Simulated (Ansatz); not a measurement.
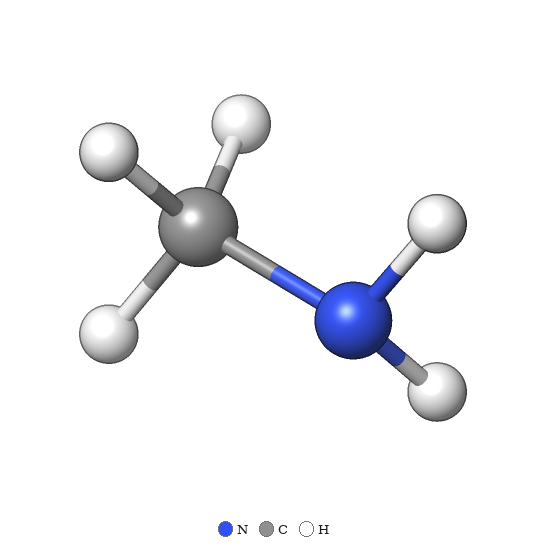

Ball-and-stick drawing of a structure.

Computed geometry: PBE0-D4/def2-TZVP optimisation.

What does the picture show?

The molecule is CH₅N. This geometry has Cs symmetry. Coordination: 1 N trigonal pyramidal; 1 C tetrahedral.

The parts below concern this one geometry. Atoms keep their numbers from picture to picture.

**Shape**

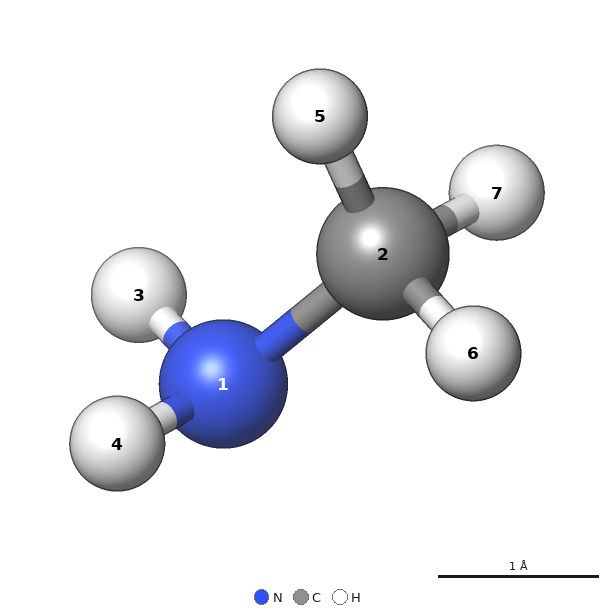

Atoms carry their numbers in the input.

Which atoms are bonded, and how long are the bonds?

```csv
bond,length (Å)
N1–C2,1.453
N1–H3,1.012
N1–H4,1.012
C2–H5,1.100
C2–H6,1.092
C2–H7,1.092
```

**Dipole moment**

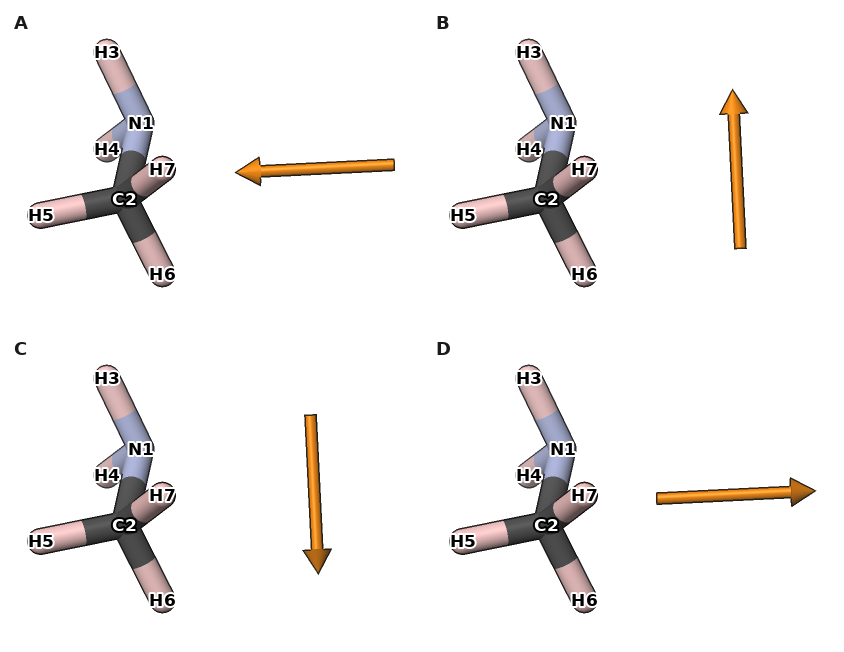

The same molecule four times, each with an arrow. Level of theory: RKS PBE0-D4/def2-TZVP (Ansatz 0.2.0).

Which arrow points along the dipole moment, from the negative to the positive end?

A. The dipole moment is 1.35 D; it points from the side of N1, H6, H7 to the side of H5 (the outermost atoms at the two ends).

**Thermal motion**

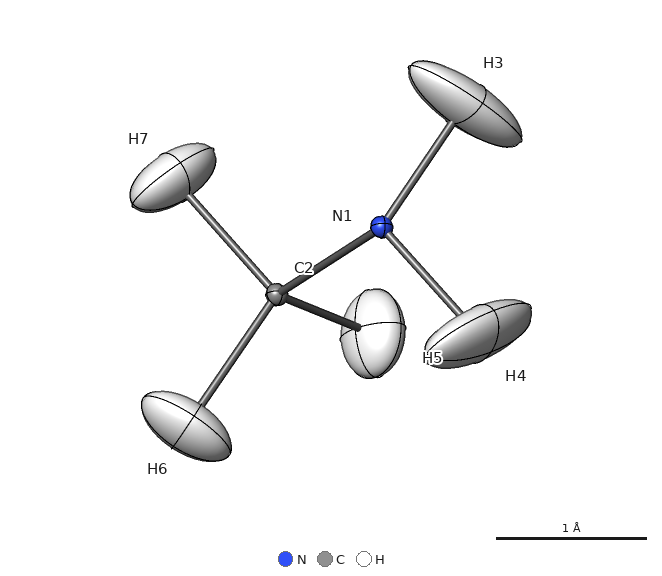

Displacement ellipsoids at the 50 % level, enlarged 1.5 times, from the internal vibrations of the free molecule (harmonic, no overall translation or rotation; no half-axis is drawn under 0.075 Å). Vibrations computed with RKS PBE0-D4/def2-TZVP (Ansatz 0.2.0). Temperature: 400 K.

Which atom moves most?

H3, H4, with U_eq = 0.0196 Å².

Does H4 move more along its bond or across it?

Across it: the root-mean-square amplitude is 0.068 Å along the bond and up to 0.203 Å across, since bending and torsion are softer than stretching.

List U_eq and the three principal root-mean-square amplitudes for each kind of atom.

```tsv
atom	U_eq (Å²)	rms amplitudes (Å)
N1	0.00040	0.015, 0.018, 0.025
C2	0.00045	0.018, 0.018, 0.027
H3, H4	0.0196	0.067, 0.115, 0.203
H5	0.0117	0.073, 0.111, 0.132
H6, H7	0.0130	0.072, 0.110, 0.148
```

**Vibrations**

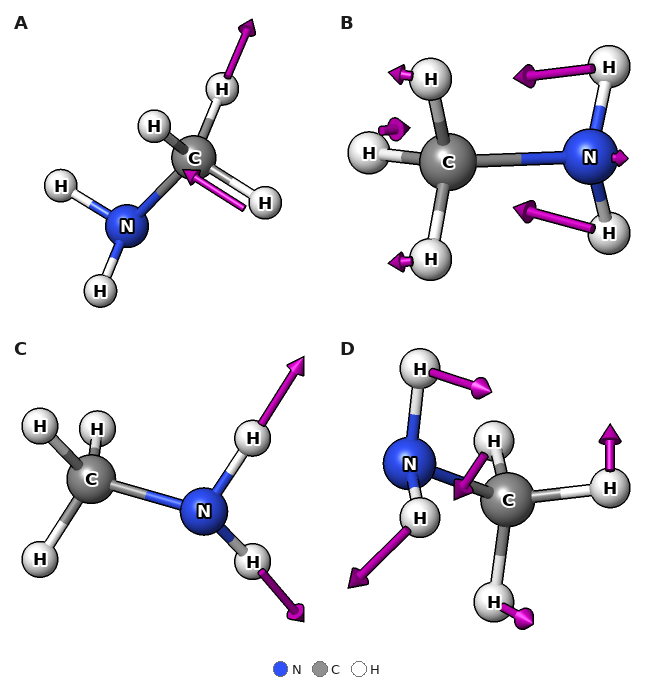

4 normal modes of one molecule or complex, as arrows. Harmonic vibrations computed with RKS PBE0-D4/def2-TZVP (Ansatz 0.2.0) at a stationary point of the same level.

Match the panels to the wavenumbers 305 cm⁻¹, 832 cm⁻¹, 3120 cm⁻¹, 3533 cm⁻¹.

A: 3120 cm⁻¹, out-of-phase stretching of 2 C–H bonds
B: 832 cm⁻¹, C–N–H bending
C: 3533 cm⁻¹, in-phase stretching of 2 N–H bonds
D: 305 cm⁻¹, a torsion or out-of-plane motion in which bond lengths and bond angles hardly change
